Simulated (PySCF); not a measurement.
**doublet C2HF+ at 5 levels**

Wanted: a comparison of 5 runs (U-revPBE/cc-pVTZ, UBLYP/cc-pVTZ, UPBE/cc-pVTZ, USVWN5/cc-pVTZ, UCCSD(T)/cc-pVTZ) of doublet C2HF+. The job is set up through a Python script.

Program for the calculation: PySCF 2.14.0.

1 further run of the same task is left out (set aside as unsound or not needed).

### Step 1. The molecule

C2HF+: 4 atoms, total charge +1, spin state doublet. As SMILES of the parent species, `C#CF`. The shape is that of a PBE0-D4/def2-TZVP optimisation. That shape belongs to the parent species and isn't relaxed for this state.

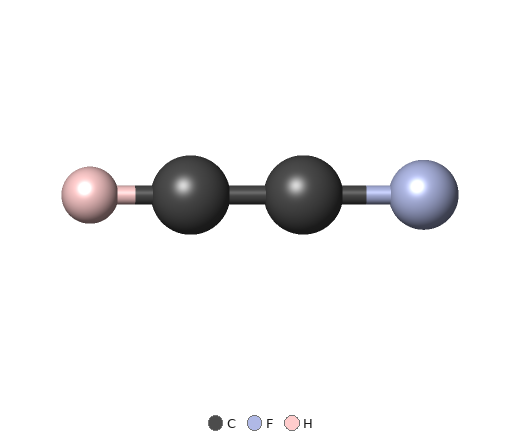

Viewed from a chosen angle; carbon dark grey, fluorine light blue, hydrogen pink.

### Step 2. A single-point energy at U-revPBE/cc-pVTZ (run 1)

Input file mol.xyz:

```xyz
4
C2HF
C     -0.361030     0.453110    -0.290220
C      0.303270    -0.380840     0.243810
F      1.010600    -1.269010     0.812300
H     -0.952830     1.196740    -0.765890
```

Input file calc.py:

```python
from pyscf import gto, dft

mol = gto.M(
    atom='mol.xyz',
    max_memory=1860,
    basis='cc-pvtz',
    spin=1,
    verbose=4,
    charge=1,
)

ks = dft.UKS(mol, xc='revpbe')
ks.conv_tol = 1e-10
ks.grids.level = 5
ks.kernel()
if not ks.converged:
    ks = ks.newton().run(ks.mo_coeff, ks.mo_occ)

etot = ks.e_tot
print('E = %.10f Eh' % etot)
```

On the command line:

```bash
$ OMP_NUM_THREADS=1 python calc.py
```

Log:

```text
PySCF version 2.14.0

[... 54 lines left out ...]
WARN: beta  nocc = 10  HOMO -0.318410342781337 >= LUMO -0.318410313186527
[... 50 lines left out ...]
converged SCF energy = -176.154249119625  <S^2> = 0.75208659  2S+1 = 2.0020855
E = -176.1542491196 Eh
```

It took 23 s on 1 thread of Arm Neoverse V1, shared host; peak memory 0.52 GiB.

### Step 3. The energy at UBLYP/cc-pVTZ (run 2)

Input file run.py:

```python
from pyscf import gto, dft

molecule = gto.M(
    atom=[
    ('C', (-0.361030, 0.453110, -0.290220)),
    ('C', (0.303270, -0.380840, 0.243810)),
    ('F', (1.010600, -1.269010, 0.812300)),
    ('H', (-0.952830, 1.196740, -0.765890)),
],
    basis='cc-pvtz',
    verbose=3,
    max_memory=1860,
    charge=1,
    spin=1,
)

ks = dft.UKS(molecule)
ks.xc = 'blyp'
ks.grids.level = 5
ks.conv_tol = 1e-10
ks.kernel()
if not ks.converged:
    ks = ks.newton().run(ks.mo_coeff, ks.mo_occ)

etot = ks.e_tot
print('E(%s) = %.9f' % ('BLYP', etot))
```

On the command line:

```bash
$ OMP_NUM_THREADS=1 python run.py
```

Log:

```text
WARN: HOMO -0.314713369451796 >= LUMO -0.314713369451793

converged SCF energy = -176.179632785991  <S^2> = 0.75153073  2S+1 = 2.0015301
E(BLYP) = -176.179632786
```

Run time: 21 s. Hardware: 1 thread of Arm Neoverse V1, shared host; peak memory 0.53 GiB.

### Step 4. The energy at UPBE/cc-pVTZ (run 3)

mol.xyz is that of step 2.

Input file run.py:

```python
from pyscf import gto, dft

system = gto.M(
    atom='mol.xyz',
    verbose=4,
    max_memory=1860,
    charge=1,
    spin=1,
    basis='cc-pvtz',
)

ks = dft.UKS(system, xc='pbe')
ks.conv_tol = 1e-10
ks.grids.level = 5
ks.kernel()
if not ks.converged:
    ks = ks.newton().run(ks.mo_coeff, ks.mo_occ)

etot = ks.e_tot
print('E(%s) = %.9f' % ('PBE', etot))
```

On the command line:

```bash
$ OMP_NUM_THREADS=1 python run.py
```

Log:

```text
PySCF version 2.14.0

[... 55 lines left out ...]
WARN: beta  nocc = 10  HOMO -0.320715422555948 >= LUMO -0.320715397279049
[... 1 line left out ...]
WARN: HOMO -0.32071539727905 >= LUMO -0.320715397279049
[... 46 lines left out ...]
converged SCF energy = -176.01031383059  <S^2> = 0.75186207  2S+1 = 2.0018612
E(PBE) = -176.010313831
```

It took 20 s on 1 thread of Arm Neoverse V1, shared host; peak memory 0.52 GiB.

Run 4 isn't shown in full; the table further down has it.

### Step 5. The energy at UCCSD(T)/cc-pVTZ (run 5)

Input file run.py:

```python
from pyscf import gto, scf, cc

mol = gto.M(
    atom='''
C     -0.682248     0.856254    -0.548436
C      0.573097    -0.719683     0.460734
F      1.909757    -2.398081     1.535025
H     -1.800588     2.261511    -1.447322
''',
    verbose=4,
    max_memory=1860,
    charge=1,
    unit='bohr',
    spin=1,
    basis='cc-pvtz',
)

myscf = scf.UHF(mol)
myscf.conv_tol = 1e-10
myscf.kernel()
if not myscf.converged:
    myscf = myscf.newton().run(myscf.mo_coeff, myscf.mo_occ)

mycc = cc.CCSD(myscf, frozen=3)
mycc.kernel()
e_t = mycc.ccsd_t()
e_final = mycc.e_tot + e_t
print('E = %.10f Eh' % e_final)
```

On the command line:

```bash
$ OMP_NUM_THREADS=1 python run.py
```

Log:

```text
PySCF version 2.14.0

[... 38 lines left out ...]
WARN: beta  nocc = 10  HOMO -0.281493802278 >= LUMO -0.281493793578493
[... 62 lines left out ...]
converged SCF energy = -175.34588881356  <S^2> = 0.75575861  2S+1 = 2.0057503
[... 12 lines left out ...]
Init t2, MP2 energy = -0.494579588566839
[... 15 lines left out ...]
UCCSD converged
[... 2 lines left out ...]
E = -175.8781761015 Eh
```

Wall time 3.3 min (1 thread of Arm Neoverse V1, shared host); peak memory 4.7 GiB.

### Step 6. Overview of the runs

| run | level | integration grid | frozen core orbitals | energy (Eh) | HOMO energy (eV) | LUMO energy (eV) | ⟨S²⟩ | wall time |
| --- | --- | --- | --- | --- | --- | --- | --- | --- |
| 1 | U-revPBE/cc-pVTZ | 5 | – | -176.154249 | -15.76 | -15.17 | 0.752 | 23 s |
| 2 | UBLYP/cc-pVTZ | 5 | – | -176.179633 | -15.70 | -15.26 | 0.752 | 21 s |
| 3 | UPBE/cc-pVTZ | 5 | – | -176.010314 | -15.81 | -15.32 | 0.752 | 20 s |
| 4 | USVWN5/cc-pVTZ | 5 | – | -174.853429 | -15.93 | -15.84 | 0.751 | 15 s |
| 5 | UCCSD(T)/cc-pVTZ | – | 3 | -175.878176 | -20.62 | -8.81 | 0.756 | 3.3 min |

### Step 7. What came out

| quantity | value |
| --- | --- |
| run 5: total energy | -175.87818 Eh |
| run 5: HOMO energy (Hartree–Fock orbitals) (highest over α and β) | -20.62 eV |
| run 5: LUMO energy (Hartree–Fock orbitals) (lowest over α and β) | -8.81 eV |
| run 5: correlation energy (3 core orbitals frozen) | -532.3 mEh |
| run 5: (T) correction | -20.69 mEh |
| run 5: ⟨S²⟩ of the reference determinant | 0.756 |
| run 5: T1 diagnostic | 0.021 |

Totals of different functionals can't be ranked against each other. All runs together took 4.6 min, the longest 3.3 min.
